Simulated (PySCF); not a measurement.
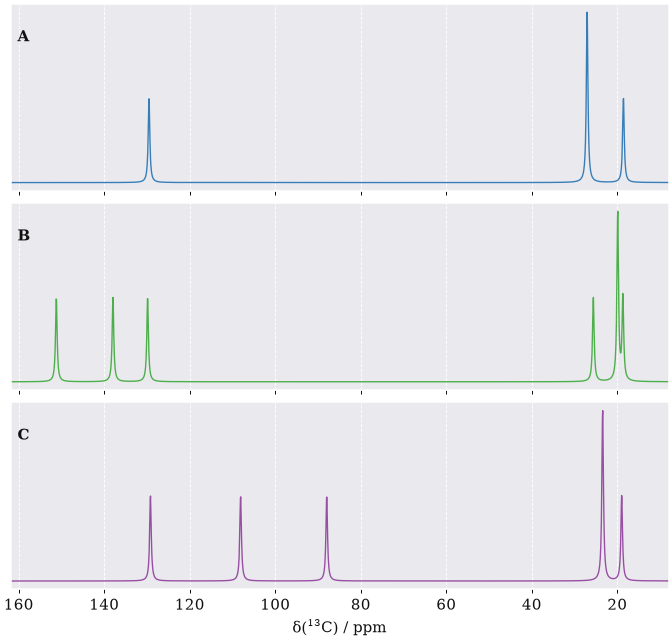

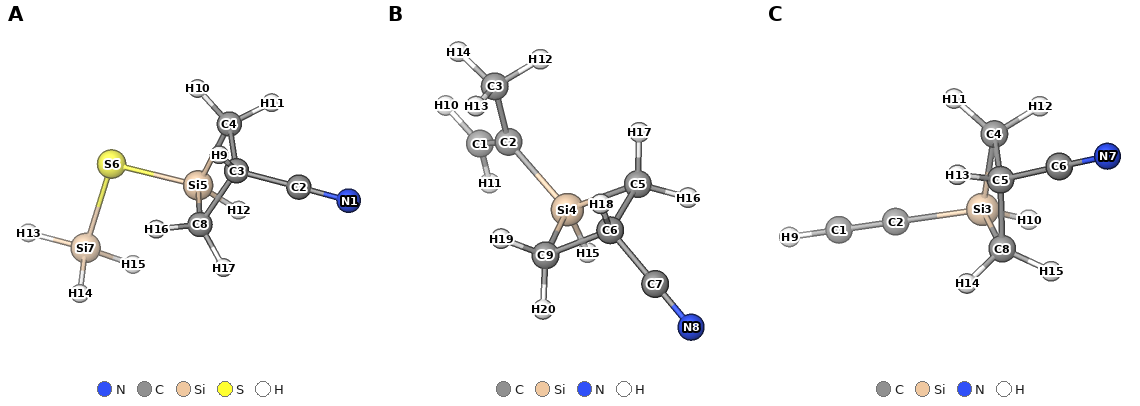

Related molecules: A is C₄H₉NSSi₂, SMILES N#C[C@H]1C[Si@H](S[SiH3])C1; B is C₇H₁₁NSi, SMILES C=C(C)[Si@H]1C[C@H](C#N)C1; C is C₆H₇NSi, SMILES C#C[Si@H]1C[C@H](C#N)C1. GIAO ¹³C shifts against TMS, PBE0/pcSseg-1, PySCF, at a GFN2-xTB geometry (no frequency check); fully decoupled, line heights follow the number of nuclei within a panel, widths are arbitrary (no quadrupolar broadening); values of one conformer, averaged over nuclei that symmetry, rotation about single bonds, ring flips or inversion at nitrogen exchange, these motions taken as fast; other conformers aren't averaged in.

### Assign the ¹³C signals of each molecule.

A: 129.5 (C2); 27.1 (C4, C8); 18.6 (C3)
B: 151.2 (C2); 138.0 (C1); 129.9 (C7); 25.6 (C3); 19.9 (C5, C9); 18.7 (C6)
C: 129.2 (C6); 108.1 (C1); 88.0 (C2); 23.4 (C4, C8); 19.0 (C5)

The order of signals that lie close, as those under 2 ppm apart, is within the error of the method.

Limits of at least one run: the tight-binding geometry is rougher than a DFT one and adds to the error.
